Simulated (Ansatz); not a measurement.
# AlCl2GeH2 (SMILES [Cl][Al]([Cl])[GeH2]) (doublet): what the fields show

```xyz
6

Al   -2.2639   -1.7800   -0.1330
Cl   -0.2992   -2.4685   -0.4779
Cl   -3.8275   -3.1955   -0.1975
Ge   -2.7369    0.5944    0.0571
H    -1.5996    1.5371    0.5235
H    -4.0701    1.0307    0.7142
```

Geometry: B3LYP/6-31G*.

Method: Ansatz 0.2.0, isolated molecule in a Gaussian basis; Kohn-Sham density functional theory, functional PBE0.

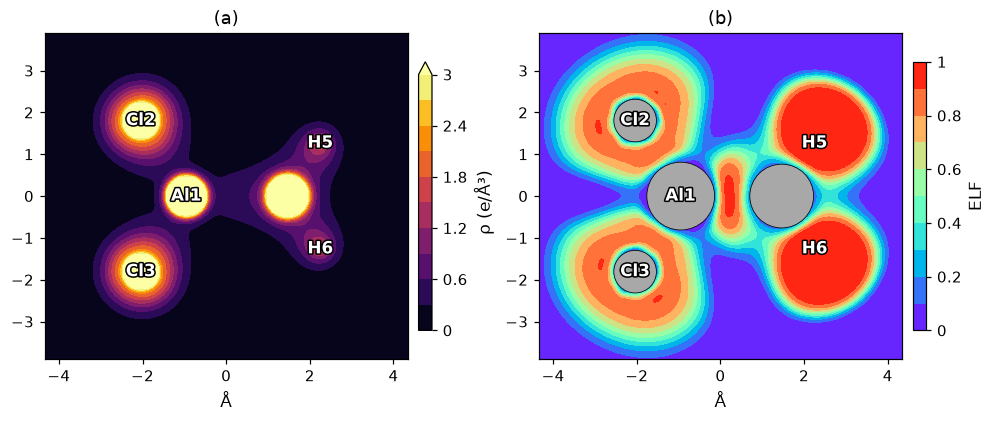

Figure 1. (a) total electron density; (b) ELF on the plane of atoms Cl2, Al1 and Cl3. Grey discs cover the atomic cores in the ELF map.

Q: What do the fields say about this system?

A: The plane passes through Al, Cl and H nuclei. Al–Cl (2.11 Å): the density is about 0.72 e/Å³ at the midpoint; the ELF peaks at about 0.85 in the valence shell of Cl, 0.9 Å from its nucleus, and is about 0.80 at the midpoint. The ELF also peaks beside Cl3 and Cl2, away from the bonds: non-bonding electrons, paired or unpaired.

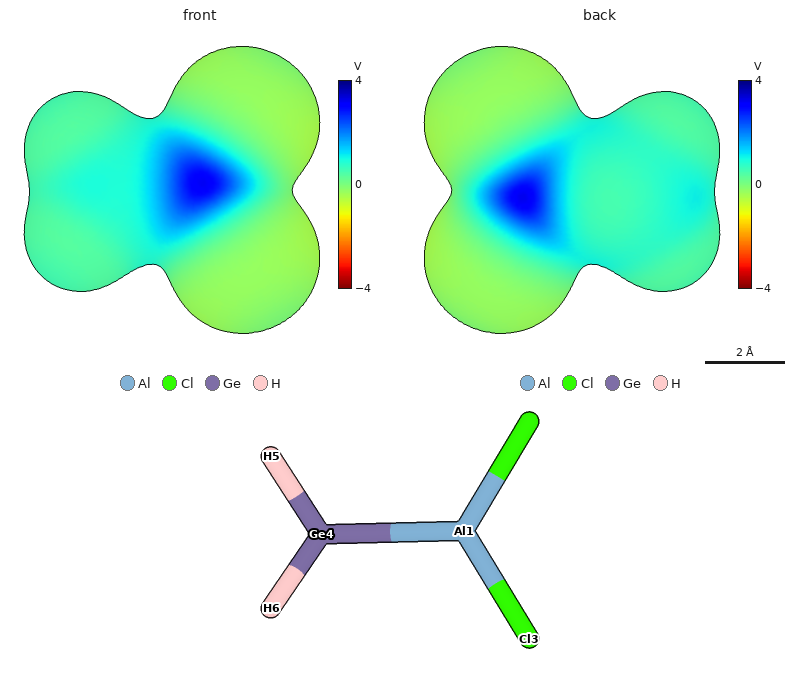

Figure 2. The molecular electrostatic potential painted on the density surface at 0.002 e/bohr³, seen from the front and from behind; the colour scale runs from red (negative) to blue (positive). The bare structure is drawn below in the same view.

Q: Where is the surface potential most negative and most positive?

A: The most negative region (about −0.5 V) lies over Cl2 and Cl3, the most positive (about +3.0 V) over Al1.

Q: What dipole moment does the calculation give?

A: Its dipole moment is 1.83 D.

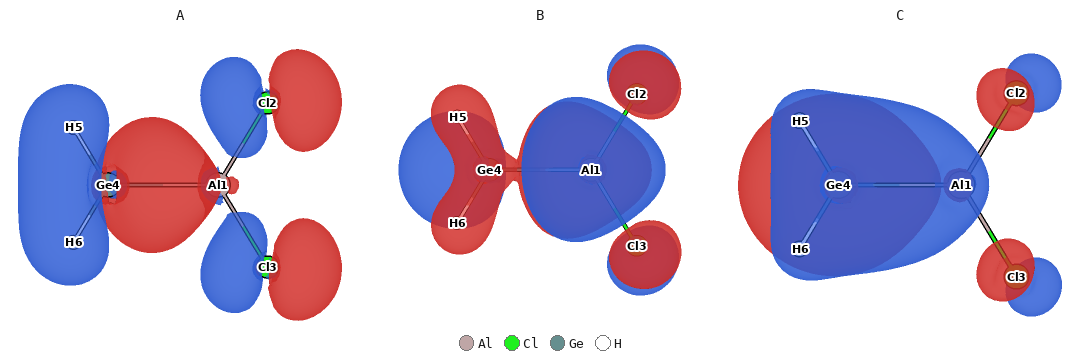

Figure 3. Three frontier orbitals at ±0.06 Å⁻³ᐟ² (red and blue are the two phases), in no order.

Q: Which picture is the HOMO−1, the HOMO and the LUMO? All are α orbitals.

A: A is the HOMO−1 (α) (−8.83 eV). Its weight (Hirshfeld) is mainly on Ge4 (about 35 %), Al1 (about 15 %), Cl2 (about 15 %), Cl3 (about 15 %), H5 (about 5 %) and H6 (about 5 %). C is the HOMO (α) (−6.54 eV). By Hirshfeld shares it lies mainly on Ge4 (about 70 %) and Al1 (about 15 %). B is the LUMO (α) (−1.45 eV). Its weight (Hirshfeld) is mainly on Al1 (about 55 %), Ge4 (about 25 %), Cl2 (about 10 %) and Cl3 (about 10 %).

Q: What is the gap between the highest occupied and lowest empty α orbitals?

A: 5.09 eV between the orbital energies.
